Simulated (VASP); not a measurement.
Band structure of KF (space group Fm-3m). Calculation: PBE GGA, VASP's PBE PAW potentials (set 64) (plane waves; VASP).

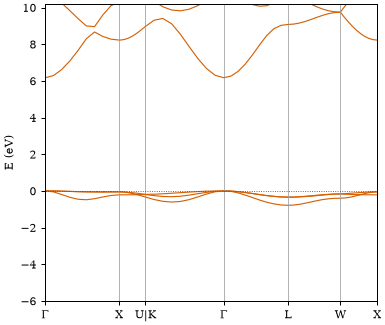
Bands along high-symmetry lines, zero at the valence-band maximum or, without a gap, the Fermi level

Task: Read the plot: is there a gap, and where are the band edges?

Result: The gap is direct, 6.17 eV, from the valence maximum at Γ to the conduction minimum at Γ.

The structure is a typed KF crystal (Fm-3m). The cell was not relaxed at this level.
